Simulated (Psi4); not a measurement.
# C2H5AlO (SMILES [CH3][Al]1[CH2][O]1): PBE/6-31G(d) (spherical functions)

What is the energy change on altering one bond length of C2H5AlO at PBE/6-31G* (spherical functions)? 

The calculation is run with Psi4 1.11.

### Step 1. The system as given

C2H5AlO: 9 atoms, total charge 0, spin state singlet. SMILES: `[CH3][Al]1[CH2][O]1`. The shape is that of a PBE0-D4/def2-TZVP optimisation.

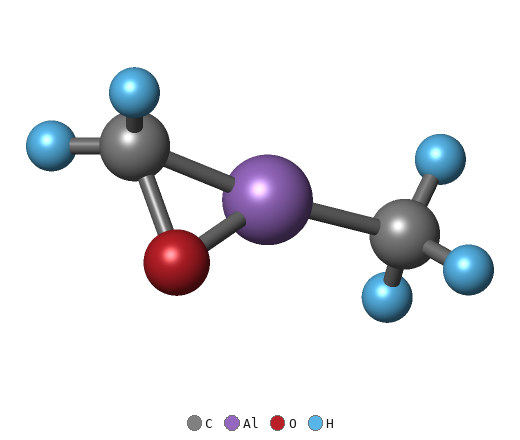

Viewed from a chosen angle; carbon grey, aluminium purple, oxygen red, hydrogen blue.

### Step 2. Energy and gradient at PBE/6-31G(d) (spherical functions)

input.dat

```
memory 2.2 GB

molecule {
  0 1
  C     -0.670900     1.320200    -1.081500
  Al     0.051300    -0.076700     0.044200
  C      0.678700    -1.280200     1.349300
  O      0.789300    -1.609500    -0.097900
  H      0.039700     1.575000    -1.872100
  H     -0.900200     2.226000    -0.517500
  H     -1.591200     0.976800    -1.562100
  H      0.038500    -1.980500     1.887700
  H      1.653200    -1.197400     1.832800
  symmetry c1
  no_reorient
  no_com
}

set basis 6-31G*
set puream true
set e_convergence 1e-09
set d_convergence 1e-08
set scf_type pk
set dft_radial_points 99
set dft_spherical_points 590

e, wfn = gradient("pbe", return_wfn=True)
oeprop(wfn, "MAYER_INDICES", "LOWDIN_CHARGES", "MULLIKEN_CHARGES")
```

On the command line:

```bash
$ psi4 -i input.dat -o output.dat -n 1
```

output.dat:

```text
[...]
  Running in c1 symmetry.
[...]
  Nuclear repulsion =  145.500629802387095
[...]
  Multiplicity = 1
[...]
  Nalpha       = 19
  Nbeta        = 19
[...]
    Number of basis functions: 70
[...]
   @RKS iter   1:  -395.86327645427849    1.82845e-03   1.58135e-02 DIIS/ADIIS
[...]
   @RKS iter  13:  -396.49823087971038   -1.25056e-12   1.42514e-09 DIIS
[...]
  @RKS Final Energy:  -396.49823087971038
   => Energetics <=
    Nuclear Repulsion Energy =            145.5006298023870954
    One-Electron Energy =                -835.9419187270517568
    Two-Electron Energy =                 333.6167930767757070
    DFT Exchange-Correlation Energy =     -39.6737350318214794
    Empirical Dispersion Energy =           0.0000000000000000
    VV10 Nonlocal Energy =                  0.0000000000000000
    Total Energy =                       -396.4982308797103769
[...]
 Multipole Moments:
 ------------------------------------------------------------------------------------
     Multipole            Electronic (a.u.)      Nuclear  (a.u.)        Total (a.u.)
 ------------------------------------------------------------------------------------
 L = 1.  Multiply by 2.5417464519 to convert [e a0] to [Debye]
 Dipole X            :        -12.3415108           11.8449923           -0.4965184
 Dipole Y            :         23.7484613          -22.7394524            1.0090089
 Dipole Z            :         -2.3365714            2.2053104           -0.1312610
 Magnitude           :                                                    1.1321921
[...]
  -Total Gradient:
     Atom            X                  Y                   Z
    ------   -----------------  -----------------  -----------------
       1       -0.000408053948     0.000778004595     0.000815047554
       2        0.009005247954    -0.018777928938    -0.000133358005
       3       -0.001047302185     0.001662811354    -0.007152601090
       4       -0.008255562728     0.017691716892     0.009465798710
       5       -0.004127244116    -0.001960490750     0.005227148115
       6        0.001307909806    -0.005503660101    -0.003745353198
       7        0.005823685842     0.001833328326     0.003246891505
       8        0.004330204981     0.004783829618    -0.004046015685
       9       -0.006606602570    -0.000557067011    -0.003660500531
[...]
  Mulliken Charges: (a.u.)
   Center  Symbol    Alpha    Beta     Spin     Total
       1     C     3.37887  3.37887  0.00000 -0.75774
       2    AL     6.23346  6.23346  0.00000  0.53309
       3     C     3.10333  3.10333  0.00000 -0.20665
       4     O     4.25063  4.25063  0.00000 -0.50127
       5     H     0.39694  0.39694  0.00000  0.20611
       6     H     0.39691  0.39691  0.00000  0.20618
       7     H     0.39756  0.39756  0.00000  0.20488
       8     H     0.42116  0.42116  0.00000  0.15767
       9     H     0.42114  0.42114  0.00000  0.15772
   Total alpha = 19.00000, Total beta = 19.00000, Total charge = -0.00000
[...]
```

Run time: 38 s. Hardware: 1 thread of AMD EPYC 7R43 (Zen 3), shared host; peak memory 1.1 GiB.

### Step 3. The distorted shape: a single-point energy at PBE/6-31G(d) (spherical functions)

c2h5alo.xyz

```xyz
9
C2H5AlO
C     -0.556249     0.867297    -1.363502
Al     0.165951    -0.529603    -0.237802
C      0.793351    -1.733103     1.067298
O      0.903951    -2.062403    -0.379902
H      0.154351     1.122097    -2.154102
H     -0.900200     2.226000    -0.517500
H     -1.476549     0.523897    -1.844102
H      0.153151    -2.433403     1.605698
H      1.767851    -1.650303     1.550798
```

calc.py

```python
import psi4

psi4.set_memory('2200 MB')
psi4.set_num_threads(1)
psi4.core.set_output_file('run.log', False)

with open('c2h5alo.xyz') as f:
    atoms = ''.join(f.readlines()[2:])
molecule = psi4.geometry('0 1\n' + atoms + 'symmetry c1\nno_reorient\nno_com')

psi4.set_options({
    'basis': '6-31G*',
    'puream': True,
    'e_convergence': 1e-09,
    'd_convergence': 1e-08,
    'scf_type': 'pk',
    'dft_radial_points': 99,
    'dft_spherical_points': 590,
})

e, wfn = psi4.energy("PBE", molecule=molecule, return_wfn=True)
psi4.oeprop(wfn, "MAYER_INDICES", "MULLIKEN_CHARGES", "QUADRUPOLE")
print(f'total energy {e:.8f} hartree = {e * 27.211386:.5f} eV')
for k, v in sorted(psi4.core.scalar_variables().items()):
    print(f'{k:45s} {v:18.10f}')
```

On the command line:

```bash
$ python calc.py
```

run.log, shortened:

```text
[...]
  Running in c1 symmetry.
[...]
  Nuclear repulsion =  143.873077679218937
[...]
  Multiplicity = 1
[...]
  Nalpha       = 19
  Nbeta        = 19
[...]
    Number of basis functions: 70
[...]
   @RKS iter   1:  -395.73847519630499   -1.24914e-02   1.60538e-02 ADIIS/DIIS
[...]
   @RKS iter  13:  -396.42778281941082   -6.30962e-12   5.02629e-09 DIIS
[...]
  @RKS Final Energy:  -396.42778281941082
   => Energetics <=
    Nuclear Repulsion Energy =            143.8730776792189374
    One-Electron Energy =                -832.6148204446812997
    Two-Electron Energy =                 331.8605200176327799
    DFT Exchange-Correlation Energy =     -39.5465600715812329
    Empirical Dispersion Energy =           0.0000000000000000
    VV10 Nonlocal Energy =                  0.0000000000000000
    Total Energy =                       -396.4277828194108224
[...]
 Multipole Moments:
 ------------------------------------------------------------------------------------
     Multipole            Electronic (a.u.)      Nuclear  (a.u.)        Total (a.u.)
 ------------------------------------------------------------------------------------
 L = 1.  Multiply by 2.5417464519 to convert [e a0] to [Debye]
 Dipole X            :        -20.3212103           19.8613750           -0.4598354
 Dipole Y            :         55.2857762          -54.4063698            0.8794064
 Dipole Z            :         17.3174908          -17.5122318           -0.1947411
 Magnitude           :                                                    1.0113003
 L = 2.  Multiply by 1.3450342976 to convert [e a0^2] to [Debye ang]
 Quadrupole XX       :        -89.0661290           66.7470655          -22.3190635
 Quadrupole XY       :        121.0805740         -118.1871202            2.8934538
[...]
  Mulliken Charges: (a.u.)
   Center  Symbol    Alpha    Beta     Spin     Total
       1     C     3.31581  3.31581  0.00000 -0.63163
       2    AL     6.23546  6.23546  0.00000  0.52908
       3     C     3.10392  3.10392  0.00000 -0.20785
       4     O     4.24941  4.24941  0.00000 -0.49881
       5     H     0.39579  0.39579  0.00000  0.20842
       6     H     0.46149  0.46149  0.00000  0.07702
       7     H     0.39641  0.39641  0.00000  0.20717
       8     H     0.42088  0.42088  0.00000  0.15823
       9     H     0.42082  0.42082  0.00000  0.15836
   Total alpha = 19.00000, Total beta = 19.00000, Total charge =  0.00000
[...]
```

Standard output:

```text
total energy -396.42778282 hartree = -10787.34942 eV
CURRENT ENERGY                                   -396.4277828194
CURRENT REFERENCE ENERGY                         -396.4277828194
DD SOLVATION ENERGY                                 0.0000000000
DFT FUNCTIONAL TOTAL ENERGY                      -396.4277828194
DFT TOTAL ENERGY                                 -396.4277828194
DFT VV10 ENERGY                                     0.0000000000
DFT XC ENERGY                                     -39.5465600716
GRID ELECTRONS ALPHA                               18.9999997180
GRID ELECTRONS BETA                                18.9999997180
GRID ELECTRONS TOTAL                               37.9999994360
NUCLEAR REPULSION ENERGY                          143.8730776792
ONE-ELECTRON ENERGY                              -832.6148204447
PCM POLARIZATION ENERGY                             0.0000000000
PE ENERGY                                           0.0000000000
SCF ITERATION ENERGY                             -396.4277828194
SCF ITERATIONS                                     13.0000000000
SCF TOTAL ENERGY                                 -396.4277828194
TWO-ELECTRON ENERGY                               331.8605200176
XC GRID RADIAL POINTS                              99.0000000000
XC GRID SPHERICAL POINTS                          590.0000000000
XC GRID TOTAL POINTS                           501387.0000000000
```

Run time: 29 s. Hardware: 1 thread of AMD EPYC 7R43 (Zen 3), shared host; peak memory 1.1 GiB.

### Step 4. Outcome

Level: PBE/6-31G* (spherical functions).

| quantity | value |
| --- | --- |
| first shape: total energy | -396.49823 Eh |
| first shape: dipole moment | 2.88 D |
| first shape: HOMO energy | -4.76 eV |
| first shape: LUMO energy | -1.16 eV |
| first shape: HOMO–LUMO gap | 3.61 eV |
| first shape: largest force on an atom | 1.116 eV/Å |
| distorted shape: total energy | -396.42778 Eh |
| distorted shape: dipole moment | 2.57 D |
| distorted shape: HOMO energy | -4.80 eV |
| distorted shape: LUMO energy | -1.86 eV |
| distorted shape: HOMO–LUMO gap | 2.94 eV |
| energy change with the C1–H6 bond stretched from 1.091 to 1.637 Å | 1.917 eV |

**Reading.** With the C1–H6 bond stretched from 1.091 to 1.637 Å the energy rises by 1.92 eV (185 kJ/mol). The first shape isn't relaxed at this level, so the change isn't measured from a minimum. The largest force (first shape) is 1.12 eV/Å: the shape isn't a stationary point for this species at this level. Mulliken charges (first shape) run from -0.76 on C1 to +0.53 on Al2. Mulliken charges (distorted shape) run from -0.63 on C1 to +0.53 on Al2.
